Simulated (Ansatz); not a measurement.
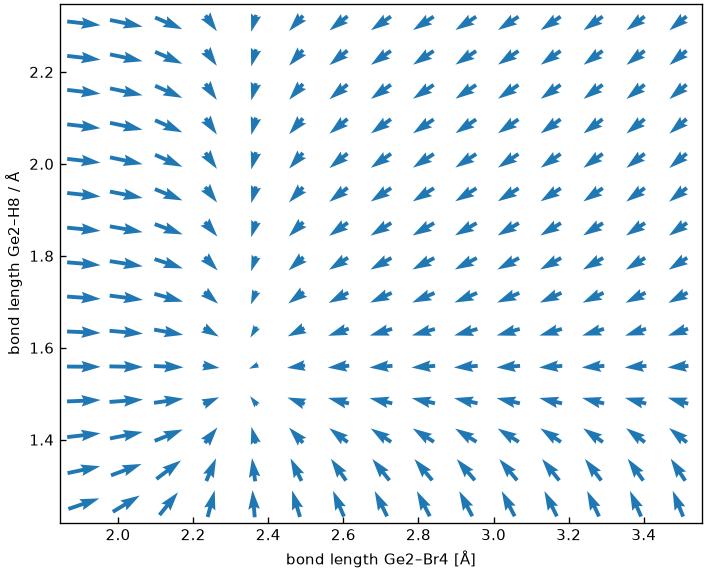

CH₄BrClGe, SMILES [CH3][GeH]([Cl])[Br]. First axis: bond length Ge2–Br4. Second axis: bond length Ge2–H8. Nothing is relaxed (all other coordinates rigid). Grid: 15 × 15 points. Points are written as (first, second). The reference is spin-restricted, which grows unreliable where a bond is stretched far. Computed with RKS B3LYP-D4/def2-SVP (Ansatz 0.2.0).

In the figure: arrows along the force (downhill), their lengths compressed.

Q: The arrows alone are given. Where is the energy lowest?

A: The arrows converge at about (2.327 Å, 1.537 Å) (read from the interpolated surface).

The energy map of the same scan:

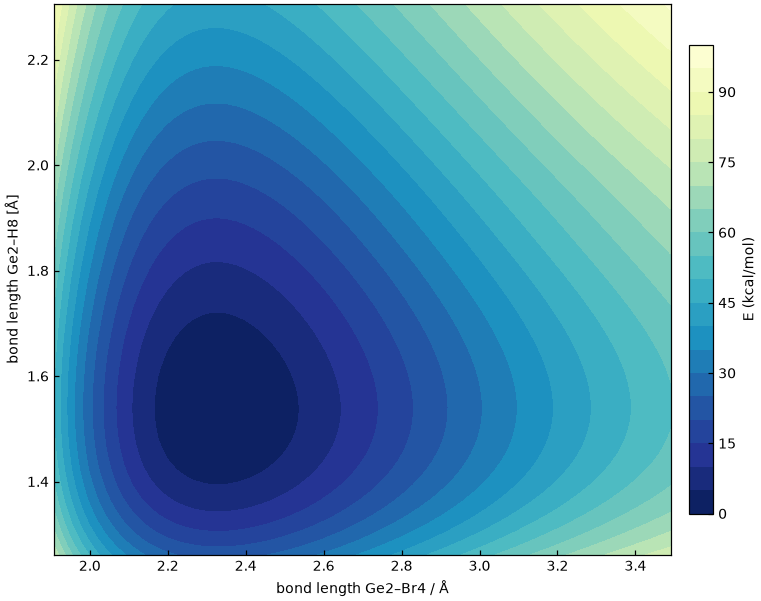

Energies are in kcal/mol, from the relaxed molecule at the same level; between grid points the surface is interpolated.
